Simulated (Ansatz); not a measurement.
# C5H12Si (SMILES C=C[Si](C)(C)C) at RPA@PBE0/6-31G(d) (spherical functions)

What is the energy change on altering one bond length of C5H12Si at RPA@PBE0/6-31G* (spherical functions)? 

The calculation is run with Ansatz 0.2.0.

31 further runs of the same task are left out: 31 set aside as unsound or not needed.

**1. The structure to begin with**

C5H12Si has 18 atoms, charge 0, and is taken as a singlet. As SMILES, `C=C[Si](C)(C)C`. The coordinates come from a PBE0-D4/def2-TZVP relaxation. This is one conformer, not always the lowest.

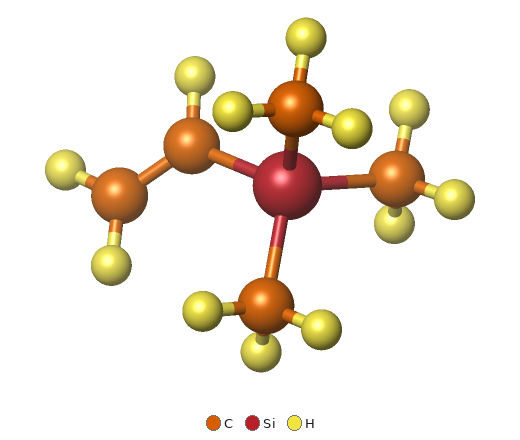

The structure, seen from a chosen angle (carbon orange, silicon red, hydrogen yellow).

**2. The energy at RPA@PBE0/6-31G(d) (spherical functions)**

File job.yaml:

```yaml
crystal:
  periodic: [false, false, false]
  atoms:
    - {symbol: C, position_ang: [-2.463470, -0.560850, 0.441110]}
    - {symbol: C, position_ang: [-1.600000, 0.041460, -0.372240]}
    - {symbol: Si, position_ang: [0.250010, 0.097990, -0.111240]}
    - {symbol: C, position_ang: [0.693770, -0.817270, 1.461280]}
    - {symbol: C, position_ang: [0.791320, 1.889350, 0.012330]}
    - {symbol: C, position_ang: [1.095130, -0.702450, -1.581740]}
    - {symbol: H, position_ang: [-3.533840, -0.570330, 0.252000]}
    - {symbol: H, position_ang: [-2.138230, -1.076560, 1.340760]}
    - {symbol: H, position_ang: [-2.008990, 0.536650, -1.254490]}
    - {symbol: H, position_ang: [0.218540, -0.365270, 2.335650]}
    - {symbol: H, position_ang: [1.775050, -0.792910, 1.621980]}
    - {symbol: H, position_ang: [0.389440, -1.865980, 1.413780]}
    - {symbol: H, position_ang: [0.321910, 2.383320, 0.866720]}
    - {symbol: H, position_ang: [1.875770, 1.963820, 0.132240]}
    - {symbol: H, position_ang: [0.516990, 2.446350, -0.887640]}
    - {symbol: H, position_ang: [0.807560, -1.752570, -1.676110]}
    - {symbol: H, position_ang: [0.825840, -0.197420, -2.513330]}
    - {symbol: H, position_ang: [2.183160, -0.657310, -1.481070]}
basis:
  gaussian: {orbitals: 6-31G_st_-spherical.json}
hamiltonian: {xc: {name: PBE0}}
correlation: {method: rpa, frozen_orbitals: {C: 1, H: 0, Si: 5}}
accuracy: high
```

The basis set 6-31G* is read from a file made from the Basis Set Exchange's data (not shown).

Started as:

```
$ ansatz run job.yaml --threads 1 --pin off --max-ram 3480MiB --events-out events.jsonl --progress --plain --runs-dir runs
```

The log of the run:

```text
Warning: RAYON_NUM_THREADS=1 ignored (pool sized by the plan → 1); use --threads N
Functional definition: PBE0
  name "PBE0"
  parameter a = 0.25
  parameter kappa = 0.804
  parameter beta = 0.06672455060314922
  exchange = (1 - a)*pbe_x(kappa = kappa, mu = beta*pi^2/3) + a*exact_x
  correlation = pbe_c(beta = beta)
2859 factors; integrals over basis functions are off by at most 4.2e-9 eV
mean field evaluation 1: about -13236.6388 eV, gradient 6.8e1 eV
mean field evaluation 2: about -13237.0825 eV, gradient 6.8e1 eV
mean field evaluation 4: about -13248.1806 eV, gradient 4.2e0 eV
mean field evaluation 8: about -13248.2408 eV, gradient 4.5e-1 eV
mean field evaluation 16: about -13248.2414 eV, gradient 8.5e-5 eV
mean field -13248.24138663 eV, -486.8638909780 hartree, gradient 7.1e-8 eV, S^2 0.000000; 0 other end points of the search recorded, 0 dependent functions left out
10 core orbitals not correlated: weight in the atoms' cores, before any rotation towards them, 1.000 or more for the frozen orbitals, at most 0.000 for the correlated occupied ones
reference -13203.75210452 eV, -485.2289400163 hartree; 18, 18 occupied and 84, 84 virtual orbitals, 2859 factors
Total energy: -13233.65250025 eV, -486.3277592923 hartree
```

Run time: 17 s. Hardware: 1 thread of Intel Xeon 6975P-C (Granite Rapids), shared host; peak memory 0.58 GiB.

**3. The distorted shape at the same level**

File in.yaml:

```yaml
crystal:
  periodic: [false, false, false]
  atoms:
    - symbol: C
      position_ang: [-2.098279, 0.697586, 0.498109]
    - symbol: C
      position_ang: [-1.234809, 1.299896, -0.315241]
    - symbol: Si
      position_ang: [0.615201, 1.356426, -0.054241]
    - symbol: C
      position_ang: [1.058961, 0.441166, 1.518279]
    - symbol: C
      position_ang: [1.156511, 3.147786, 0.069329]
    - symbol: C
      position_ang: [1.460321, 0.555986, -1.524741]
    - symbol: H
      position_ang: [-3.168649, 0.688106, 0.308999]
    - symbol: H
      position_ang: [-1.773039, 0.181876, 1.397759]
    - symbol: H
      position_ang: [-1.643799, 1.795086, -1.197491]
    - symbol: H
      position_ang: [0.583731, 0.893166, 2.392649]
    - symbol: H
      position_ang: [2.140241, 0.465526, 1.678979]
    - symbol: H
      position_ang: [0.389440, -1.865980, 1.413780]
    - symbol: H
      position_ang: [0.687101, 3.641756, 0.923719]
    - symbol: H
      position_ang: [2.240961, 3.222256, 0.189239]
    - symbol: H
      position_ang: [0.882181, 3.704786, -0.830641]
    - symbol: H
      position_ang: [1.172751, -0.494134, -1.619111]
    - symbol: H
      position_ang: [1.191031, 1.061016, -2.456331]
    - symbol: H
      position_ang: [2.548351, 0.601126, -1.424071]
basis:
  gaussian:
    orbitals: 6-31G_st_-spherical.json
hamiltonian:
  xc: {name: PBE0}
correlation:
  method: rpa
  frozen_orbitals: {C: 1, H: 0, Si: 5}
accuracy: high
```

The basis set 6-31G* is read from a file made from the Basis Set Exchange's data (not shown).

Started as:

```
$ ansatz run in.yaml --threads 1 --pin off --max-ram 3480MiB --events-out events.jsonl --progress --plain --runs-dir runs
```

The log of the run, shortened:

```text
Warning: RAYON_NUM_THREADS=1 ignored (pool sized by the plan → 1); use --threads N
Functional definition: PBE0
  name "PBE0"
[...]
2874 factors; integrals over basis functions are off by at most 4.4e-9 eV
[...]
mean field -13243.29877950 eV, -486.6822535163 hartree, gradient 4.0e-8 eV, S^2 0.000000; 0 other end points of the search recorded, 0 dependent functions left out; unrestricted orbitals would lower it
unrestricted determinant -13200.62057586 eV, -485.1138584607 hartree, S^2 0.8970
10 core orbitals not correlated: weight in the atoms' cores, before any rotation towards them, 1.000 or more for the frozen orbitals, at most 0.000 for the correlated occupied ones
reference -13198.01551163 eV, -485.0181241163 hartree; 18, 18 occupied and 84, 84 virtual orbitals, 2874 factors
Total energy: -13229.04860607 eV, -486.1585693019 hartree
```

It took 22 s on 1 thread of Intel Xeon 6975P-C (Granite Rapids), shared host; peak memory 0.63 GiB.

**4. What came out**

Level: RPA@PBE0/6-31G* (spherical functions), 10 core orbitals frozen.

```
                                                          quantity          value
                                         first shape: total energy  -486.32776 Eh
                     first shape: RPA correlation energy (valence)    -1098.8 mEh
                                     distorted shape: total energy  -486.15857 Eh
                 distorted shape: RPA correlation energy (valence)    -1140.4 mEh
energy change with the C4–H12 bond stretched from 1.093 to 2.405 Å       4.604 eV
```

One bond (distorted shape) is far stretched, which a spin-restricted single reference describes badly; a broken-symmetry solution may lie lower. With the C4–H12 bond stretched from 1.093 to 2.405 Å the energy rises by 4.60 eV (444 kJ/mol). The first shape isn't relaxed at this level, so the change isn't measured from a minimum. A restricted reference can't describe the breaking bond well at this length. The restricted solution (distorted shape) is unstable to spin breaking: an unrestricted one lies lower.
